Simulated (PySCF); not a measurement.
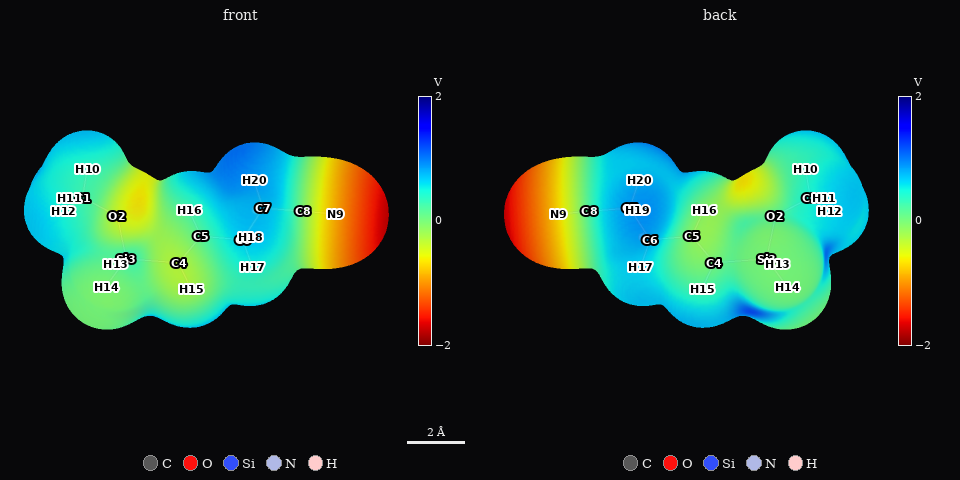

C6H11NOSi (SMILES CO[SiH2]/C=C/CCC#N). The molecular electrostatic potential painted on the density surface at 0.001 e/bohr³, seen from the front and from behind; red is negative and blue positive.

Geometry: GFN2-xTB.

Theory: PBE0/pcSseg-1, SCF density, gas phase, non-relativistic (PySCF).

```xyz
20

C     3.6474   -0.6465    0.6488
O     2.3853   -0.2417    0.2188
Si    1.9695    0.3611   -1.2301
C     0.1288    0.6523   -1.0512
C    -0.5818    0.4571    0.0500
C    -2.0550    0.6864    0.1738
C    -2.7639   -0.6128    0.5964
C    -4.1825   -0.4049    0.7182
N    -5.3067   -0.2169    0.8079
H     3.5478   -1.0522    1.6566
H     4.0577   -1.4161   -0.0095
H     4.3412    0.1976    0.6685
H     2.2524   -0.6048   -2.3011
H     2.6952    1.6047   -1.5217
H    -0.3791    1.0149   -1.9365
H    -0.0911    0.0931    0.9428
H    -2.4644    1.0373   -0.7761
H    -2.2449    1.4532    0.9311
H    -2.5864   -1.3939   -0.1487
H    -2.3748   -0.9572    1.5591
```

Describe the electrostatic potential map.

The most negative region (about −1.7 V) lies over N9, the most positive (about +1.1 V) over Si3 and H20. N9 is the likeliest acceptor of a hydrogen bond.

What dipole moment does the calculation give?

Its dipole moment is 4.84 D.
